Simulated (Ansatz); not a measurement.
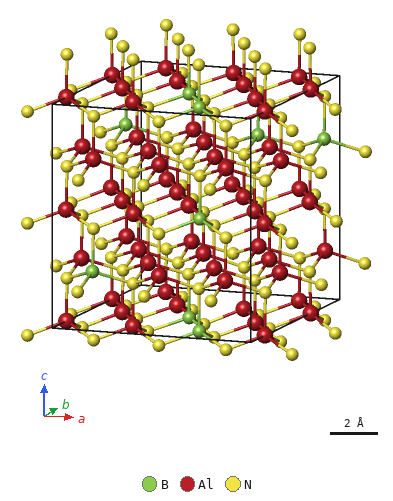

Starting frame of a dynamics run of a 96-atom cell of B6Al42N48. Style: ball-and-stick. Shown: the simulation cell, slightly off an axis. Bonds to atoms that aren't drawn are left out.

Computed with DFT, PBEsol, PAW, plane waves in Ansatz.

Run with plane-wave cutoff 420 eV; k-point mesh 1 × 1 × 1; Fermi-Dirac smearing 0.01 eV; Langevin thermostat (NVT); set temperature 300 K, then 300 K at the end of 120 steps, then 300 K at the end of 120 steps; time step 2.5 fs. The run takes 600 fs.

Question: Predict how the run goes.

Answer: Over the second half the temperature averages 301 K (spread ±21 K). The potential energy in the second half lies on average 81.5 meV per atom below the first frame. Root-mean-square distances from the starting positions over the second half, with the common drift of all atoms taken out: N 0.18 Å, B 0.12 Å, Al 0.12 Å. That is small against the typical shortest distance between atoms in the first frame, about 1.8 Å: the atoms vibrate about their sites and the arrangement holds.

Along the run (each row but the first and the last is the mean over the interval that it begins):

```csv
time (fs),potential energy (meV/atom),T (K)
0.0,0.0,297
57.5,-72.0,380
117.5,-78.5,314
177.5,-82.0,305
237.5,-76.9,318
297.5,-80.7,314
357.5,-81.1,291
417.5,-83.1,286
477.5,-81.4,300
537.5,-80.9,312
597.5,-82.3,311
```

The frame at 600 fs:

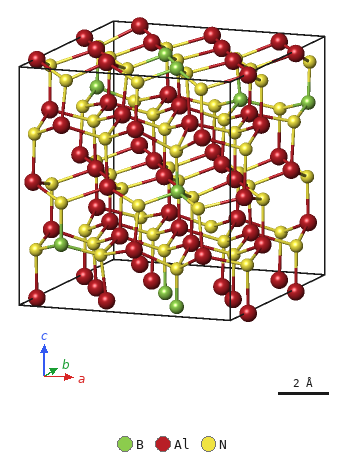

Limits of the set-up: the program's low-accuracy preset was used.
